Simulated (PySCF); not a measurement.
C₆H₃F₂O₂S (SMILES O=C([O-])c1cc(F)c(CF)s1) (charge −1)

```yaml
atoms:
  - { symbol: O, position_ang: [3.0913, -1.3579, -1.2002] }
  - { symbol: C, position_ang: [2.9399, -0.4619, -0.3505] }
  - { symbol: O, position_ang: [3.7493, 0.2049, 0.3103] }
  - { symbol: C, position_ang: [1.4636, -0.1289, -0.0740] }
  - { symbol: C, position_ang: [0.9101, 0.7787, 0.7969] }
  - { symbol: C, position_ang: [-0.5003, 0.7463, 0.7419] }
  - { symbol: F, position_ang: [-1.2733, 1.5322, 1.5064] }
  - { symbol: C, position_ang: [-1.0342, -0.1674, -0.1392] }
  - { symbol: C, position_ang: [-2.4680, -0.3840, -0.4173] }
  - { symbol: F, position_ang: [-2.9242, 0.2947, -1.5413] }
  - { symbol: S, position_ang: [0.2597, -1.0036, -0.9406] }
  - { symbol: H, position_ang: [1.5214, 1.4176, 1.4334] }
  - { symbol: H, position_ang: [-3.0585, -0.0314, 0.4448] }
  - { symbol: H, position_ang: [-2.6838, -1.4542, -0.5782] }
```

Geometry: PBE0-D3(BJ)/def2-SVP.

Theory: CAM-B3LYP/def2-SVPD, SCF density, gas phase in PySCF.

Question: What will maps of the electron density and electron localisation function show?

Answer: C–O (1.24 Å): ρ is about 3.1 e/Å³ halfway; the ELF peaks at about 0.85 between the atoms (a polar covalent bond).
C–F (1.34 Å): ρ at the midpoint is about 2.3 e/Å³; the ELF peaks at about 0.85 between the atoms, as expected for a polar covalent bond.
C–C (1.37 Å): ρ at the midpoint is about 2.2 e/Å³; the ELF peaks at about 0.95 between the atoms (localised, covalent bonding).
C–S (1.72 Å): the density is about 1.5 e/Å³ at the midpoint; the ELF peaks at about 0.95 between the atoms: a covalent bond.

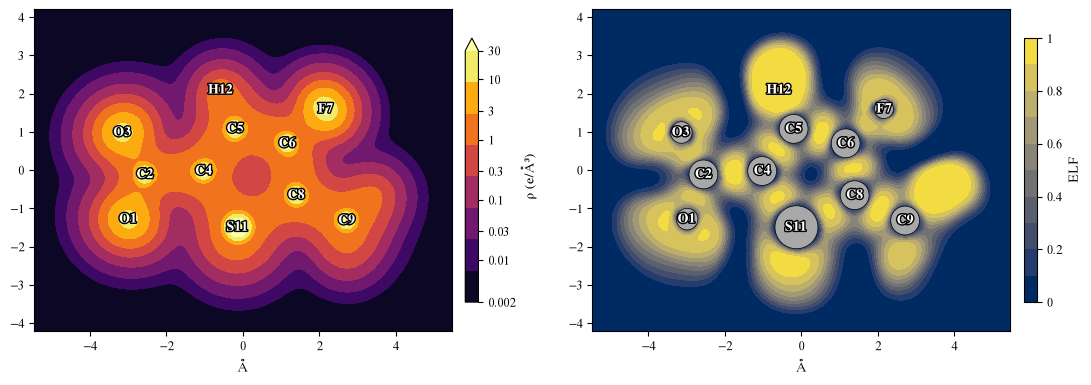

Computed electron density and electron localisation function on the plane of atoms C6, C5 and H12, in this order. Grey discs cover the atomic cores in the ELF map. 
